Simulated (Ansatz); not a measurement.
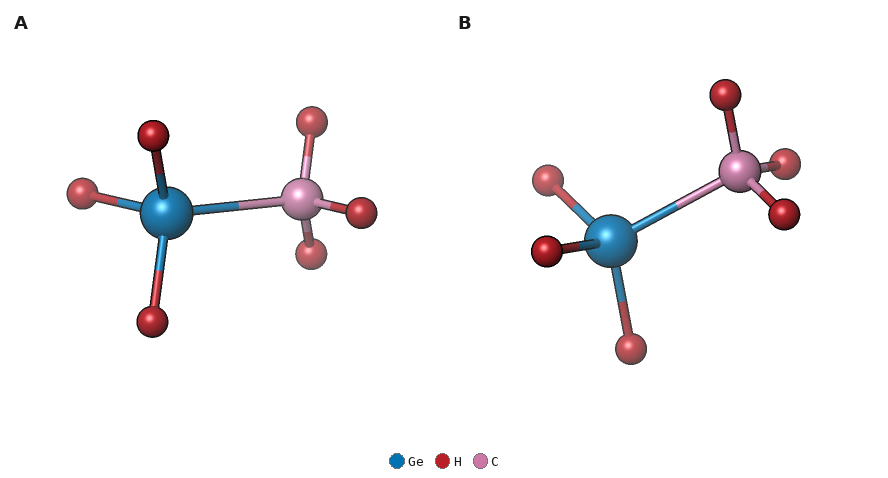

Depth is shown by fading: the farther an atom, the more it takes the colour of the background. The computed structure is the end point of a PBE0-D4/def2-TZVP optimisation.

Are A and B the same structure? If not, how do they differ?

Answer. Yes. They are the same structure, CH6Ge, seen from two directions. With point group C3v it is achiral, so its mirror image would be the same too.
